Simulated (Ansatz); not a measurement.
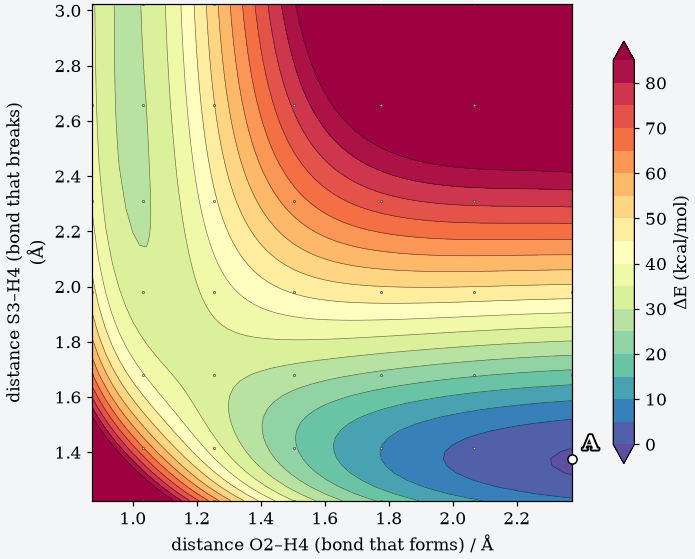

The reacting system AlH3OS. First axis: distance O2–H4 (bond that forms). Second axis: distance S3–H4 (bond that breaks). Relaxed at each point: all other coordinates. The grid has 7 × 7 points. Points are written as (first, second). Energies are in kcal/mol, from the lowest grid point. The reference is spin-restricted, so regions where a bond is pulled apart into radicals lie too high. Computed with RKS wB97X-V/def2-SVP in Ansatz.

Drawn: filled contours, dots at the grid points, one colour for all values above the top of the scale, the point A. Between grid points the surface is interpolated.

Q: Find the lowest path from A to the other arm of the map, and its barrier.

A: The easiest path runs from the side where the first distance is long, (2.373 Å, 1.416 Å), to the side where the second distance is long, (1.033 Å, 2.657 Å). Its highest point, at about (1.21 Å, 1.75 Å), lies about 33 kcal/mol above the start and 3.7 kcal/mol above the end on the interpolated surface. An end on the edge of the scan is no minimum, so the barrier from there is a lower bound.

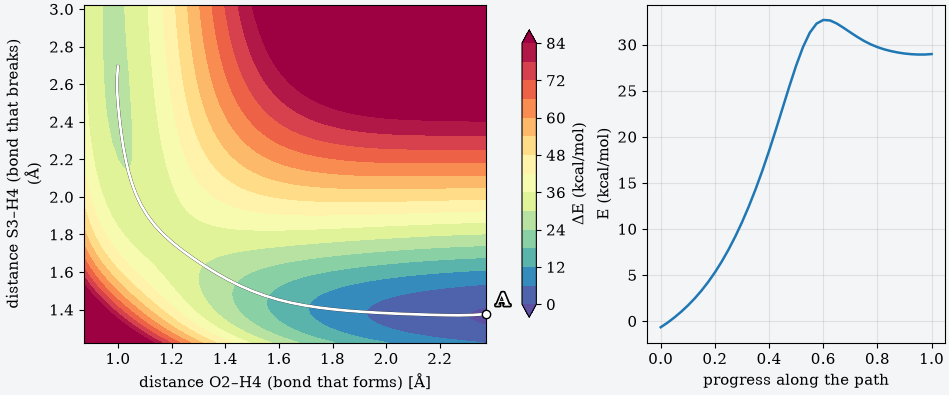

Drawn: filled contours, a line along the lowest path, one colour for all values above the top of the scale, the energy along the path at the right. Between grid points the surface is interpolated.
